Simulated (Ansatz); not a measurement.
**SiGePH+ (doublet): one geometry, many settings**

What do other methods and options give for SiGePH+ (doublet) at this geometry, and how long do they take?

Method: the settings change from run to run; program: Ansatz 0.2.0, Gaussian basis.

19 further runs of the same task are left out: 8 that didn't finish, 11 set aside as unsound or not needed. Runs told in other sessions of the task aren't counted.

## Step 1: The system

The geometry is a PBE0/def2-TZVP stationary point (not a proven minimum) of the parent state, kept for this charge and spin. No spin-orbit coupling is included. The filled d shell of Ge may be among the frozen orbitals whatever the setting's name suggests.

4 atoms, charge 1, spin multiplicity 2.

Atoms are counted from 1 here; the program's logs count them from 0.

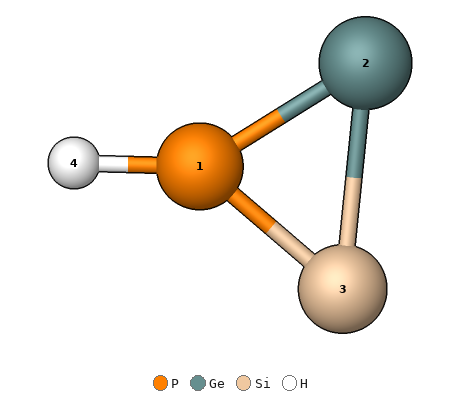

The geometry (phosphorus orange, germanium teal, silicon light orange, hydrogen white); atoms are numbered from 1 in the order of the file.

## Step 2: MRCISD+Q(relaxed)(3,3)/STO-3G

in.yaml reads:

```yaml
crystal:
  periodic: [false, false, false]
  atoms:
    - {symbol: P, position_ang: [0.000000, 1.038496, 0.938563]}
    - {symbol: Ge, position_ang: [0.000000, -0.075212, -0.969708]}
    - {symbol: Si, position_ang: [0.000000, -1.033791, 1.416756]}
    - {symbol: H, position_ang: [0.000000, 2.313484, 1.566064]}
basis:
  gaussian: {orbitals: STO-3G}
total_charge: 1
magnetization: {spin_polarized: false, initial_magnetization: 1}
correlation: {method: fic_mrcisd_q_relaxed, electrons: all, active_space: {window: {electrons: 3, orbitals: 3}}}
```

Launch:

```bash
$ ansatz run in.yaml --threads 1 --pin off --events-out ev --progress --plain --max-ram 2393MiB
```

Output (excerpt; [...] marks lines left out):

```text
Functional definition: HF
  name "HF"
  cite "Fock, Z. Phys. 61, 126 (1930) doi:10.1007/BF01340294"
  parent pbe
[...]
378 factors; integrals over basis functions are off by at most 4.8e-5 eV
[...]
mean field -72779.45521921 eV, -2674.5956476196 hartree, gradient 9.6e-6 eV, S^2 0.750000; 5 other end points of the search recorded, 0 dependent functions left out
reference -72779.45521921 eV, -2674.5956476196 hartree; 31, 30 occupied and 6, 7 virtual orbitals, 378 factors
state -72779.99559940 eV, -2674.6155062251 hartree
contracted CI cycle   1: correlation 0.00000000 eV, 0.0000000000 hartree, residual 1.18e1 eV
contracted CI cycle   2: correlation -3.21331070 eV, -0.1180869903 hartree, residual 2.86e0 eV
contracted CI cycle   3: correlation -3.44132168 eV, -0.1264662390 hartree, residual 1.07e0 eV
contracted CI cycle   4: correlation -3.47195880 eV, -0.1275921325 hartree, residual 3.74e-1 eV
contracted CI cycle   5: correlation -3.47649412 eV, -0.1277588024 hartree, residual 1.47e-1 eV
contracted CI cycle   6: correlation -3.47714385 eV, -0.1277826798 hartree, residual 5.82e-2 eV
contracted CI cycle   7: correlation -3.47724132 eV, -0.1277862616 hartree, residual 2.23e-2 eV
contracted CI cycle   8: correlation -3.47725675 eV, -0.1277868284 hartree, residual 1.11e-2 eV
contracted CI cycle   9: correlation -3.47726013 eV, -0.1277869526 hartree, residual 7.30e-3 eV
contracted CI cycle  10: correlation -3.47726125 eV, -0.1277869940 hartree, residual 3.53e-3 eV
state -72779.99559940 eV, -2674.6155062251 hartree; corrected -72783.90506331 eV, -2674.7591763737 hartree
Total energy: -72783.90506331 eV, -2674.7591763737 hartree
```

It took 4.7 s on 1 thread of Arm Neoverse N1, shared host.

From the report: 5 determinants; active occupations 1.91, 1.00, 0.09.

## Step 3: MP2 on ROHF/cc-pVDZ

in.yaml: that of step 2 with these lines changed.

```diff
@@ -8,5 +8,6 @@
 basis:
-  gaussian: {orbitals: STO-3G}
+  gaussian: {orbitals: cc-pVDZ, point_charges: [{charge: 0.50, position_ang: [3.965, -0.836, -0.573]}]}
 total_charge: 1
 magnetization: {spin_polarized: false, initial_magnetization: 1}
-correlation: {method: fic_mrcisd_q_relaxed, electrons: all, active_space: {window: {electrons: 3, orbitals: 3}}}
+correlation: {method: mp2, electrons: outside_noble_gas}
+output: {forces: true}
```

Launched as before.

Output (excerpt; [...] marks lines left out):

```text
Functional definition: HF
  name "HF"
  cite "Fock, Z. Phys. 61, 126 (1930) doi:10.1007/BF01340294"
  parent pbe
[...]
748 factors; integrals over basis functions are off by at most 1.3e-3 eV
[...]
mean field -73612.76147198 eV, -2705.2190875733 hartree, gradient 2.2e-6 eV, S^2 0.750000; 5 other end points of the search recorded, 0 dependent functions left out
[...]
24 core orbitals not correlated: weight in the atoms' cores, before any rotation towards them, 0.999 or more for the frozen orbitals, at most 0.000 for the correlated occupied ones
reference -73612.76147198 eV, -2705.2190875733 hartree; 7, 6 occupied and 37, 38 virtual orbitals, 748 factors
second order -6.89736970 eV of doubles, -0.08158958 eV of singles
[...]
Total energy: -73619.74043125 eV, -2705.4755595962 hartree
Atom 0 at     0.000000     1.038496     0.938563 Å, force     0.035902     1.456894     1.082718 eV/Å
Atom 1 at     0.000000    -0.075212    -0.969708 Å, force    -0.170891    -0.422052    -1.553563 eV/Å
Atom 2 at     0.000000    -1.033791     1.416756 Å, force    -0.097617    -0.969742     0.616511 eV/Å
Atom 3 at     0.000000     2.313484     1.566064 Å, force    -0.061859    -0.005017    -0.094092 eV/Å
Dipole moment:    -0.155145     0.193693     0.475786 e Å
```

Wall time 14 s (1 thread of Arm Neoverse N1, shared host).

## Step 4: MP2 on ROHF/6-31G*

in.yaml: that of step 3 with these lines changed.

```diff
@@ -8,3 +8,3 @@
 basis:
-  gaussian: {orbitals: cc-pVDZ, point_charges: [{charge: 0.50, position_ang: [3.965, -0.836, -0.573]}]}
+  gaussian: {orbitals: "6-31G*"}
 total_charge: 1
```

Launched as before.

Output (excerpt; [...] marks lines left out):

```text
Functional definition: HF
  name "HF"
  cite "Fock, Z. Phys. 61, 126 (1930) doi:10.1007/BF01340294"
  parent pbe
[...]
673 factors; integrals over basis functions are off by at most 1.1e-3 eV
[...]
mean field -73606.30772803 eV, -2704.9819168578 hartree, gradient 3.2e-6 eV, S^2 0.750000; 7 other end points of the search recorded, 0 dependent functions left out
[...]
24 core orbitals not correlated: weight in the atoms' cores, before any rotation towards them, 1.000 or more for the frozen orbitals, at most 0.000 for the correlated occupied ones
reference -73606.30772803 eV, -2704.9819168578 hartree; 7, 6 occupied and 44, 45 virtual orbitals, 673 factors
second order -6.51327136 eV of doubles, -0.08206566 eV of singles
[...]
Total energy: -73612.90306505 eV, -2705.2242910227 hartree
Atom 0 at     0.000000     1.038496     0.938563 Å, force     0.000000     0.998355     1.067814 eV/Å
Atom 1 at     0.000000    -0.075212    -0.969708 Å, force    -0.000000    -0.402441    -1.251457 eV/Å
Atom 2 at     0.000000    -1.033791     1.416756 Å, force    -0.000000    -0.439587     0.349011 eV/Å
Atom 3 at     0.000000     2.313484     1.566064 Å, force    -0.000000    -0.156326    -0.165368 eV/Å
Dipole moment:    -0.000000     0.137235     0.434499 e Å
```

Wall time 19 s (1 thread of Arm Neoverse N1, shared host).

## Step 5: CISD/cc-pVDZ

in.yaml: that of step 4 with these lines changed.

```diff
@@ -8,6 +8,8 @@
 basis:
-  gaussian: {orbitals: "6-31G*"}
+  gaussian: {orbitals: cc-pVDZ}
 total_charge: 1
 magnetization: {spin_polarized: false, initial_magnetization: 1}
-correlation: {method: mp2, electrons: outside_noble_gas}
+correlation: {active_space: {ras: {orbitals: [6, 1, 37], electrons: 13, max_holes: 2, max_particles: 2}, fixed_orbitals: true}}
+accuracy: high
+scf: {lower_state_search: off}
 output: {forces: true}
```

Same command.

Output (excerpt; [...] marks lines left out):

```text
Functional definition: HF
  name "HF"
  cite "Fock, Z. Phys. 61, 126 (1930) doi:10.1007/BF01340294"
  parent pbe
[...]
1426 factors; integrals over basis functions are off by at most 4.4e-9 eV
[...]
mean field -73614.34807305 eV, -2705.2773940873 hartree, gradient 8.4e-8 eV, S^2 0.750000; 0 other end points of the search recorded, 0 dependent functions left out
reference -73614.34807305 eV, -2705.2773940873 hartree; 31, 30 occupied and 37, 38 virtual orbitals, 1426 factors
state -73621.31397017 eV, -2705.5333860850 hartree
[...]
Total energy: -73621.31397017 eV, -2705.5333860850 hartree
Atom 0 at     0.000000     1.038496     0.938563 Å, force    -0.000000     1.233120     0.890162 eV/Å
Atom 1 at     0.000000    -0.075212    -0.969708 Å, force     0.000000    -0.202254    -1.547663 eV/Å
Atom 2 at     0.000000    -1.033791     1.416756 Å, force     0.000000    -0.856047     0.805147 eV/Å
Atom 3 at     0.000000     2.313484     1.566064 Å, force    -0.000000    -0.174820    -0.147646 eV/Å
Dipole moment:     0.000000     0.124281     0.375343 e Å
Checks for a lower state left out: starts, cluster_reference, orbital_swaps, neighbouring_geometries, increment
```

Run time: 30 s. Hardware: 1 thread of Arm Neoverse N1, shared host.

From the report: 67,617 determinants.

## Step 6: CCSD on ROHF/6-31G

in.yaml reads:

```yaml
crystal:
  periodic: [false, false, false]
  atoms:
    - {symbol: P, position_ang: [0.000000, 1.038496, 0.938563]}
    - {symbol: Ge, position_ang: [0.000000, -0.075212, -0.969708]}
    - {symbol: Si, position_ang: [0.000000, -1.033791, 1.416756]}
    - {symbol: H, position_ang: [0.000000, 2.313484, 1.566064]}
basis:
  gaussian: {orbitals: 6-31G}
total_charge: 1
magnetization: {spin_polarized: false, initial_magnetization: 1}
correlation: {method: ccsd, electrons: outside_noble_gas}
accuracy: high
```

The command is unchanged.

Output (excerpt; [...] marks lines left out):

```text
Functional definition: HF
  name "HF"
  cite "Fock, Z. Phys. 61, 126 (1930) doi:10.1007/BF01340294"
  parent pbe
[...]
1069 factors; integrals over basis functions are off by at most 4.6e-9 eV
[...]
mean field -73602.95726106 eV, -2704.8587894676 hartree, gradient 3.8e-8 eV, S^2 0.750000; 12 other end points of the search recorded, 0 dependent functions left out
[...]
determinant -73602.95726106 eV, -2704.8587894676 hartree, with singles and doubles -73607.60993474 eV, -2705.0297720718 hartree
determinant -73601.58144753 eV, -2704.8082292531 hartree, with singles and doubles -73606.48893544 eV, -2704.9885761074 hartree
determinant -73601.20347333 eV, -2704.7943389572 hartree, with singles and doubles -73605.46022344 eV, -2704.9507716384 hartree
determinant -73600.38397145 eV, -2704.7642228186 hartree, with singles and doubles -73604.94733947 eV, -2704.9319235003 hartree
determinant -73600.38073401 eV, -2704.7641038451 hartree, with singles and doubles -73604.96973179 eV, -2704.9327464029 hartree
determinant -73600.08989322 eV, -2704.7534156432 hartree, with singles and doubles -73605.01368871 eV, -2704.9343617900 hartree
determinant -73599.94068332 eV, -2704.7479322805 hartree, with singles and doubles -73604.72728307 eV, -2704.9238365769 hartree
24 core orbitals not correlated: weight in the atoms' cores, before any rotation towards them, 0.998 or more for the frozen orbitals, at most 0.001 for the correlated occupied ones
reference -73602.95726106 eV, -2704.8587894676 hartree; 7, 6 occupied and 26, 27 virtual orbitals, 1069 factors
second order -3.83640438 eV of doubles, -0.07287001 eV of singles
cycle   1  -4.65248160 eV  change    1.9e-4 eV  update   1.2e-3
[...]
cycle  23  -4.65266474 eV  change  -1.2e-10 eV  update   1.3e-9
Total energy: -73607.60992580 eV, -2705.0297717430 hartree
```

Run time: 32 s. Hardware: 1 thread of Arm Neoverse N1, shared host.

From the report: correlation -4.6527 eV; T1 0.030; largest double amplitude 0.09.

## Step 7: CCSD(T) on ROHF/cc-pVDZ

in.yaml: that of step 6 with these lines changed.

```diff
@@ -8,6 +8,6 @@
 basis:
-  gaussian: {orbitals: 6-31G}
+  gaussian: {orbitals: cc-pVDZ}
 total_charge: 1
 magnetization: {spin_polarized: false, initial_magnetization: 1}
-correlation: {method: ccsd, electrons: outside_noble_gas}
-accuracy: high
+correlation: {method: ccsd_t, electrons: outside_noble_gas}
+scf: {lower_state_search: off}
```

Same command.

Output (excerpt; [...] marks lines left out):

```text
Functional definition: HF
  name "HF"
  cite "Fock, Z. Phys. 61, 126 (1930) doi:10.1007/BF01340294"
  parent pbe
[...]
748 factors; integrals over basis functions are off by at most 1.3e-3 eV
[...]
mean field -73614.34795246 eV, -2705.2773896556 hartree, gradient 2.7e-6 eV, S^2 0.750000; 0 other end points of the search recorded, 0 dependent functions left out
24 core orbitals not correlated: weight in the atoms' cores, before any rotation towards them, 0.999 or more for the frozen orbitals, at most 0.000 for the correlated occupied ones
reference -73614.34795246 eV, -2705.2773896556 hartree; 7, 6 occupied and 37, 38 virtual orbitals, 748 factors
second order -6.88385057 eV of doubles, -0.08037165 eV of singles
cycle   1  -7.53719350 eV  change   -5.7e-1 eV  update   9.7e-2
[...]
cycle  14  -7.92729239 eV  change    1.5e-5 eV  update   7.3e-6
perturbative correction -0.42329265 eV, -0.0155557178 hartree
Total energy: -73622.69853749 eV, -2705.5842679954 hartree
Checks for a lower state left out: stability, starts, cluster_reference, orbital_swaps, neighbouring_geometries, increment
```

Run time: 4.1 s. Hardware: 1 thread of Arm Neoverse N1, shared host.

From the report: correlation -8.3506 eV; T1 0.025; largest double amplitude 0.07.

## Step 8: MP2 on ROHF/cc-pVDZ

in.yaml: that of step 7 with these lines changed.

```diff
@@ -11,3 +11,5 @@
 magnetization: {spin_polarized: false, initial_magnetization: 1}
-correlation: {method: ccsd_t, electrons: outside_noble_gas}
+correlation: {method: mp2, electrons: outside_noble_gas}
+accuracy: high
 scf: {lower_state_search: off}
+output: {forces: true}
```

Launched as before.

Output (excerpt; [...] marks lines left out):

```text
Functional definition: HF
  name "HF"
  cite "Fock, Z. Phys. 61, 126 (1930) doi:10.1007/BF01340294"
  parent pbe
[...]
1426 factors; integrals over basis functions are off by at most 4.4e-9 eV
[...]
mean field -73614.34807305 eV, -2705.2773940873 hartree, gradient 8.4e-8 eV, S^2 0.750000; 0 other end points of the search recorded, 0 dependent functions left out
24 core orbitals not correlated: weight in the atoms' cores, before any rotation towards them, 0.999 or more for the frozen orbitals, at most 0.000 for the correlated occupied ones
reference -73614.34807305 eV, -2705.2773940873 hartree; 7, 6 occupied and 37, 38 virtual orbitals, 1426 factors
second order -6.88389206 eV of doubles, -0.08037140 eV of singles
[...]
Total energy: -73621.31233651 eV, -2705.5333260489 hartree
Atom 0 at     0.000000     1.038496     0.938563 Å, force    -0.000000     1.421941     1.071224 eV/Å
Atom 1 at     0.000000    -0.075212    -0.969708 Å, force     0.000000    -0.456713    -1.546964 eV/Å
Atom 2 at     0.000000    -1.033791     1.416756 Å, force    -0.000000    -0.922439     0.575349 eV/Å
Atom 3 at     0.000000     2.313484     1.566064 Å, force    -0.000000    -0.042790    -0.099609 eV/Å
Dipole moment:     0.000000     0.143180     0.395706 e Å
Checks for a lower state left out: starts, cluster_reference, orbital_swaps, neighbouring_geometries, increment
```

It took 17 s on 1 thread of Arm Neoverse N1, shared host.

## Step 9: MP2 on ROHF/cc-pVDZ

in.yaml: that of step 8 with these lines changed.

```diff
@@ -12,4 +12 @@
 correlation: {method: mp2, electrons: outside_noble_gas}
-accuracy: high
-scf: {lower_state_search: off}
-output: {forces: true}
```

Launched as before.

Output (excerpt; [...] marks lines left out):

```text
Functional definition: HF
  name "HF"
  cite "Fock, Z. Phys. 61, 126 (1930) doi:10.1007/BF01340294"
  parent pbe
[...]
748 factors; integrals over basis functions are off by at most 1.3e-3 eV
[...]
mean field -73614.34795246 eV, -2705.2773896556 hartree, gradient 2.7e-6 eV, S^2 0.750000; 7 other end points of the search recorded, 0 dependent functions left out
[...]
24 core orbitals not correlated: weight in the atoms' cores, before any rotation towards them, 0.999 or more for the frozen orbitals, at most 0.000 for the correlated occupied ones
reference -73614.34795246 eV, -2705.2773896556 hartree; 7, 6 occupied and 37, 38 virtual orbitals, 748 factors
second order -6.88385057 eV of doubles, -0.08037165 eV of singles
Total energy: -73621.31217468 eV, -2705.5333201016 hartree
```

It took 15 s on 1 thread of Arm Neoverse N1, shared host.

## Step 10: BCCD on ROHF/cc-pVDZ

in.yaml: that of step 9 with these lines changed.

```diff
@@ -11,2 +11,2 @@
 magnetization: {spin_polarized: false, initial_magnetization: 1}
-correlation: {method: mp2, electrons: outside_noble_gas}
+correlation: {method: bccd, electrons: outside_noble_gas}
```

The command is unchanged.

Output (excerpt; [...] marks lines left out):

```text
Functional definition: HF
  name "HF"
  cite "Fock, Z. Phys. 61, 126 (1930) doi:10.1007/BF01340294"
  parent pbe
[...]
748 factors; integrals over basis functions are off by at most 1.3e-3 eV
[...]
mean field -73614.34795246 eV, -2705.2773896556 hartree, gradient 2.7e-6 eV, S^2 0.750000; 12 other end points of the search recorded, 0 dependent functions left out
[...]
determinant -73614.34795246 eV, -2705.2773896556 hartree, with singles and doubles -73622.27566536 eV, -2705.5687277311 hartree
determinant -73613.07277464 eV, -2705.2305277351 hartree, with singles and doubles -73621.21769775 eV, -2705.5298481386 hartree
determinant -73612.79557130 eV, -2705.2203407005 hartree, with singles and doubles -73620.40621284 eV, -2705.5000266181 hartree
determinant -73611.56238808 eV, -2705.1750220528 hartree, with singles and doubles -73619.54928753 eV, -2705.4685351939 hartree
determinant -73611.46078857 eV, -2705.1712883399 hartree, with singles and doubles -73619.50121892 eV, -2705.4667687053 hartree
determinant -73611.25963945 eV, -2705.1638962461 hartree, with singles and doubles -73619.53087965 eV, -2705.4678587169 hartree
determinant -73611.14331699 eV, -2705.1596214743 hartree, with singles and doubles -73619.33471606 eV, -2705.4606498380 hartree
24 core orbitals not correlated: weight in the atoms' cores, before any rotation towards them, 0.999 or more for the frozen orbitals, at most 0.000 for the correlated occupied ones
reference -73614.34795246 eV, -2705.2773896556 hartree; 7, 6 occupied and 37, 38 virtual orbitals, 748 factors
second order -6.88385057 eV of doubles, -0.08037165 eV of singles
cycle   1  -7.91428277 eV  change    1.3e-2 eV  update   7.5e-3
[...]
cycle  12  -7.91342681 eV  change    9.0e-6 eV  update   1.2e-5
Total energy: -73622.26137926 eV, -2705.5682027268 hartree
```

Wall time 35 s (1 thread of Arm Neoverse N1, shared host).

From the report: correlation -7.9134 eV; largest double amplitude 0.06.

## Step 11: The runs in one table

Where basis and cores are those of an earlier UCCSDT(Q)/cc-pVDZ run (-73622.7813 eV), and the records show the same count of frozen orbitals and kind of state, the miss against it is given; a blank cell means that this couldn't be shown.

```
                                      level         correlated  functions  energy (eV)  from UCCSDT(Q) (meV)   time
              MRCISD+Q(relaxed)(3,3)/STO-3G                all         37  -72783.9051                        4.7 s
MP2 on ROHF/cc-pVDZ (beside a point charge)  outside noble gas         68  -73619.7404                         14 s
                         MP2 on ROHF/6-31G*  outside noble gas         75  -73612.9031                         19 s
                               CISD/cc-pVDZ  outside noble gas         68  -73621.3140                1467.3   30 s
                         CCSD on ROHF/6-31G  outside noble gas         57  -73607.6099                         32 s
                    CCSD(T) on ROHF/cc-pVDZ  outside noble gas         68  -73622.6985                  82.7  4.1 s
                        MP2 on ROHF/cc-pVDZ  outside noble gas         68  -73621.3123                1468.9   17 s
                        MP2 on ROHF/cc-pVDZ  outside noble gas         68  -73621.3122                1469.1   15 s
                       BCCD on ROHF/cc-pVDZ  outside noble gas         68  -73622.2614                 519.9   35 s
```

## Step 12: Results

```
quantity                           value
    runs                               9
quickest  CCSD(T) on ROHF/cc-pVDZ, 4.1 s
 slowest      BCCD on ROHF/cc-pVDZ, 35 s
```

What this shows: Total energies in different bases, with other cores or another treatment of relativity can't be set against each other. «valence» and «outside noble gas» are the program's key words; the logs give how many orbitals each freezes, and for Ga to Kr the 3d shell needn't follow the word's plain sense. BCCD on ROHF/cc-pVDZ took 9 times as long as CCSD(T) on ROHF/cc-pVDZ; the jobs differ in more than the method. Among the correlated runs with a miss given, it spans +83 to +1469 meV.
